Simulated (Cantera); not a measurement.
A closed system holds: 1 mol CH₃SiH₃, 0.045 mol CH₄, 6.1 mol H₂, 0.011 mol C₂H₄, equilibrated at 1.20 mbar.

Equilibrium computed with Cantera from the NASA thermochemical tables; the gas is ideal and each condensed phase is pure. Candidate condensed phases: C, C₆H₆, C₇H₈, C₈H₁₈, Si, SiC; 87 gas species. The feed counts by its element totals alone. Gases not in the tables: Si₂H₆ and higher silanes. Equilibrium is a limit: real reactors are often held back by kinetics, nucleation or transport.

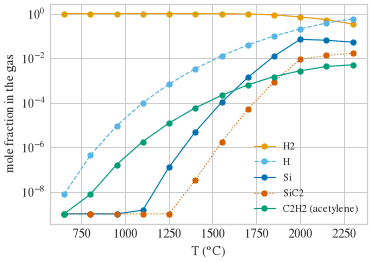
Fig. 1. Equilibrium gas composition (values under 1e-9 drawn at 1e-9)

From 652 °C to 1852 °C the condensed part is C(graphite) + SiC(s). From 2002 °C to 2302 °C the condensed part is C(graphite).
